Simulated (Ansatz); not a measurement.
**A computed series for HgTe: pressure series**

Consider HgTe in the zinc blende structure (space group F-43m, No. 216; a = 6.510 Å).

Cell and atoms are relaxed at each pressure.

Level of theory: PBEsol in Ansatz (plane waves to 420 eV, PAW, no spin-orbit coupling).

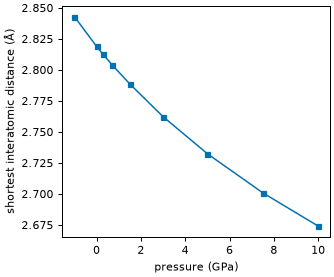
Figure. Shortest interatomic distance against pressure

Q: From the plot, what is the shortest interatomic distance for pressure 7.5 GPa?

A: About 2.70 Å.

Q: Is the trend monotonic over the range shown?

A: Yes, it falls throughout, spanning 2.674 Å to 2.843 Å.

The mesh was chosen for an insulator and is coarse for the gapless case. Load acts through the strain it causes; cell and atoms are relaxed under it. Stability against distortions was not tested. Tetrahedral semiconductors of this kind turn to denser phases somewhere between about 1 and 50 GPa; those were not computed, so compressed cells here can lie past the real transition. All final runs are without spin polarisation.

Ansatz is a quantum-chemistry and plane-wave program.
